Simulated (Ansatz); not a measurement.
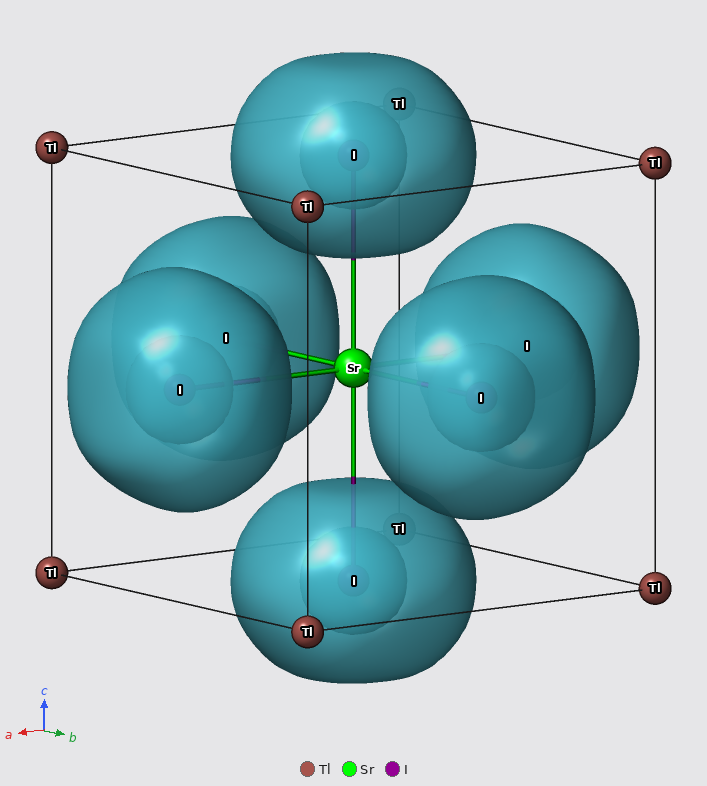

SrTlI$_{3}$. Isosurface of the electron localisation function at 0.6 (cyan), seen at an oblique angle. Only the valence region is drawn (cores and ρ < 0.01 e/Å³ removed). Sticks mark near contacts.

Space group Pm-3m; started from the cubic perovskite prototype, which need not be the ambient phase.

Level of theory: DFT, r2SCAN, plane waves, PAW (Ansatz).

In a PAW calculation such maps are meaningful between the atoms, not at the nuclei.

```yaml
crystal:
  lattice:
    - [6.36064, 0.00000, 0.00000]
    - [0.00000, 6.36064, 0.00000]
    - [0.00000, 0.00000, 6.36064]
  atoms:
    - { symbol: Tl, position: [0.00000, 0.00000, 0.00000] }
    - { symbol: Sr, position: [0.50000, 0.50000, 0.50000] }
    - { symbol: I, position: [0.50000, 0.50000, 0.00000] }
    - { symbol: I, position: [0.50000, 0.00000, 0.50000] }
    - { symbol: I, position: [0.00000, 0.50000, 0.50000] }
```

Describe the localisation domains.

The ELF exceeds this value in three regions wrapped around I (the valence shell of each), counted in one cell of 5 atoms. Regions shared between cells count once.

Values along the shortest contacts:
Sr–I (3.18 Å): the ELF peaks at about 0.80 in the valence shell of I, 1.3 Å from its nucleus, and drops to about 0.10 between the two atoms; a largely ionic contact. Tl–I (4.50 Å): the ELF peaks at about 0.80 in the valence shell of I, 1.3 Å from its nucleus, and drops to about 0 between the two atoms.
